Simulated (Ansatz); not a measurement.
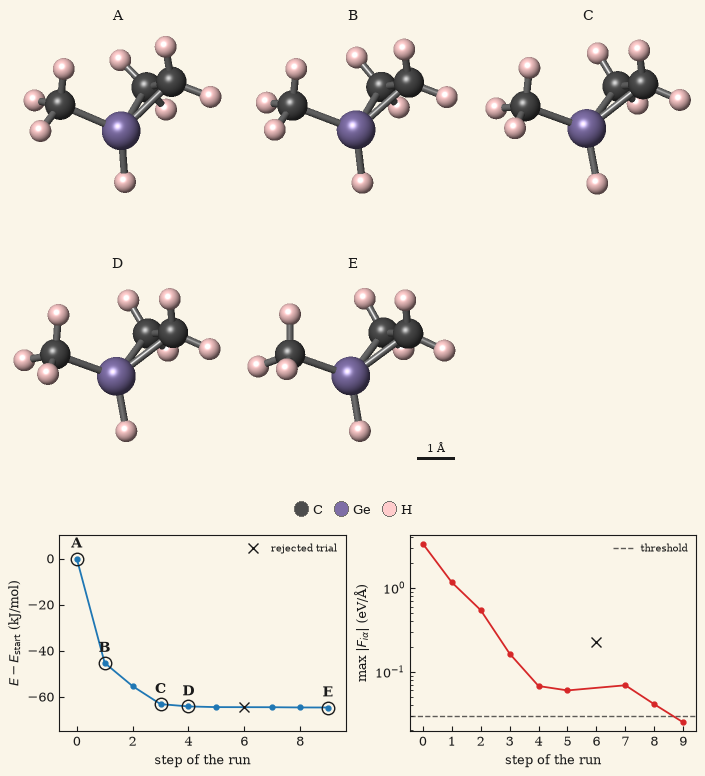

Frames of a relaxation of C3H8Ge (coarse preliminary run), marked on the history of the run. Style: ball-and-stick. Shown at a tilt.

The start comes from a force field.

The calculation used Ansatz 0.2.0, RKS PBE-D4/def2-SVP. Set-up: force threshold 0.03 eV/Å; at most 200 steps.

Q: Describe the path.

A: The energy falls by 64.6 kJ/mol in 8 accepted moves (9 points after the start). The largest force component goes from 3.4 to 0.025 eV/Å. The line search rejected the trial step at point 6 of the run. The largest move after the best rigid fit is that of an H atom, 0.67 Å. By element the largest moves are H 0.67 Å, Ge 0.33 Å, C 0.15 Å. Some distances before and after: C–C 1.393 → 1.538 Å, C–H 1.176 → 1.108 Å, C–Ge 1.894 → 1.958 Å, C–Ge 2.015 → 1.963 Å. Among the angles between lasting bonds that change: C–Ge–C 106.1° → 119.0°, C–Ge–H 105.9° → 117.2°, H–C–H 120.8° → 112.5°. From step 0 to 1: an H atom moves most (0.15 Å), energy −45.3 kJ/mol. From step 1 to 3: Ge and H atoms move most (0.26 Å), energy −17.9 kJ/mol. From step 3 to 4: an H atom moves most (0.14 Å), energy −1.00 kJ/mol. From step 4 to 9: an H atom moves most (0.19 Å), energy −0.47 kJ/mol.
